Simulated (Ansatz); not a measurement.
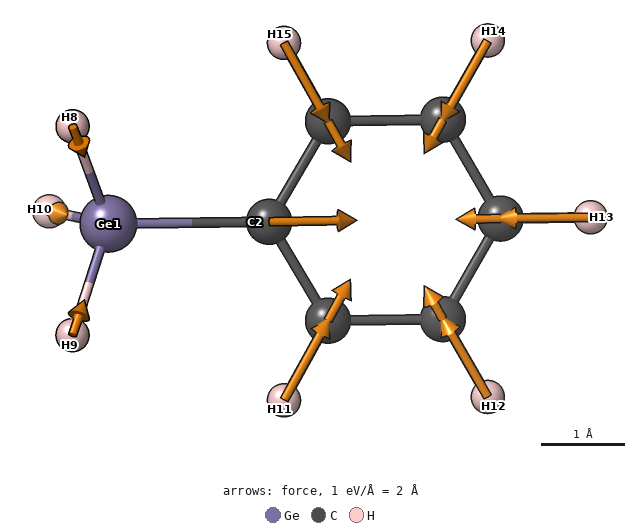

Starting geometry of C₆H₈Ge with the computed forces as orange arrows. The picture is a ball-and-stick view, seen face on.

The start comes from PBE-D4/def2-SVP.

Method: Ansatz 0.2.0, RKS PBE0-D4/def2-TZVP. Settings: force threshold 0.005 eV/Å; at most 150 steps.

Is this structure relaxed? If not, where do the atoms go?

Answer. It isn't relaxed: the largest force vector, on H atoms, is 0.58 eV/Å. The atoms end up moving mostly along the starting forces (cosine between the two patterns 0.86). After 3 geometry steps the energy has fallen by 0.077 eV. Largest force component: 0.54 eV/Å at the start, 0.0021 eV/Å at the end. The largest move after the best rigid fit is that of an H atom, 0.041 Å. Largest moves by element: H 0.041 Å, Ge 0.024 Å, C 0.024 Å. Near-neighbour distances that change, for instance: C–C 1.411 → 1.393 Å, C–H 1.101 → 1.084 Å, Ge–H 1.553 → 1.538 Å, C–Ge 1.960 → 1.945 Å.
